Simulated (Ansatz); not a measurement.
Process, species as SMILES: ClCl (Cl2) → 2 Cl atom
B3LYP-D3(BJ)/def2-TZVP geometries, fixed; electronic energies without zero-point terms.
Largest species:
```
Cl
Cl 1 2.0135
```
Charge 0, spin multiplicity 1.

Basis-set convergence of the bond dissociation energy at wB97M-V with Ansatz (a first-principles code). Cartesian d functions, on some or all atoms, in 6-31G**, 6-31+G*, 6-311G**; all else is spherical. The program fits the integrals of some runs and decomposes those of others, by size. Open shells are unrestricted. The functional holds VV10 correlation; no added dispersion term, no relativity. Functions are those of the species that has most. Reference: the value in aug-cc-pV(5+d)Z, 60.80 kcal/mol, itself unsure by roughly 0.09 kcal/mol (its mean distance from pcseg-4, aug-pcseg-3, aug-cc-pV(Q+d)Z). Deviations are taken from unrounded values.

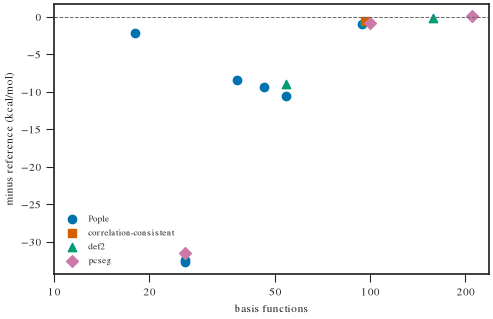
*Deviation from the reference against the number of basis functions, by family of sets.*

```json
[
 {"basis": "STO-3G", "functions": "18", "bond dissociation energy (kcal/mol)": "58.65", "minus reference (kcal/mol)": "-2.15"},
 {"basis": "3-21G", "functions": "26", "bond dissociation energy (kcal/mol)": "28.13", "minus reference (kcal/mol)": "-32.67"},
 {"basis": "6-31G", "functions": "26", "bond dissociation energy (kcal/mol)": "28.41", "minus reference (kcal/mol)": "-32.39"},
 {"basis": "pcseg-0", "functions": "26", "bond dissociation energy (kcal/mol)": "29.25", "minus reference (kcal/mol)": "-31.55"},
 {"basis": "6-31G**", "functions": "38", "bond dissociation energy (kcal/mol)": "52.29", "minus reference (kcal/mol)": "-8.51"},
 {"basis": "6-31+G*", "functions": "46", "bond dissociation energy (kcal/mol)": "51.47", "minus reference (kcal/mol)": "-9.33"},
 {"basis": "6-311G**", "functions": "54", "bond dissociation energy (kcal/mol)": "50.26", "minus reference (kcal/mol)": "-10.54"},
 {"basis": "def2-SVPD", "functions": "54", "bond dissociation energy (kcal/mol)": "51.87", "minus reference (kcal/mol)": "-8.93"},
 {"basis": "6-311++G(3df,3pd)", "functions": "94", "bond dissociation energy (kcal/mol)": "59.77", "minus reference (kcal/mol)": "-1.03"},
 {"basis": "jun-cc-pV(T+d)Z", "functions": "96", "bond dissociation energy (kcal/mol)": "60.22", "minus reference (kcal/mol)": "-0.58"},
 {"basis": "aug-pcseg-2", "functions": "100", "bond dissociation energy (kcal/mol)": "60.01", "minus reference (kcal/mol)": "-0.79"},
 {"basis": "def2-QZVPPD", "functions": "158", "bond dissociation energy (kcal/mol)": "60.68", "minus reference (kcal/mol)": "-0.12"},
 {"basis": "pcseg-4", "functions": "210", "bond dissociation energy (kcal/mol)": "60.89", "minus reference (kcal/mol)": "0.09"}
]
```
